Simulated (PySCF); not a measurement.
Cd(OH)(SMe), SMILES C[S][Cd][OH] (CH₄CdOS) at its CAM-B3LYP/def2-SVP optimised geometry (Å):

```
8

Cd     0.0073     1.0333     0.0000
O     -1.9513     1.1215     0.0230
H     -2.3676     0.4567    -0.5392
S      2.3351     1.0333     0.0000
C      2.7454    -0.1054     1.3755
H      2.3792     0.2608     2.3434
H      3.8418    -0.1524     1.4211
H      2.3676    -1.1215     1.2018
```

Computed with CAM-B3LYP/def2-TZVP, def2 effective core potentials past Kr (PySCF 2.14.0). The core electrons that the potentials of Cd replace are not part of the density.

Map of the electron localisation function on the plane z = 0.6 Å:

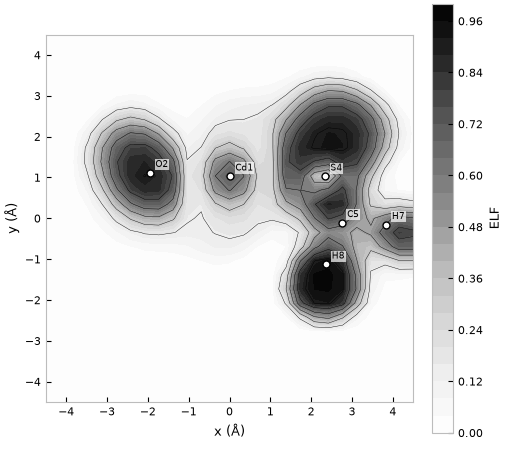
Fig. 1. Electron localisation function on the plane z = 0.6 Å.
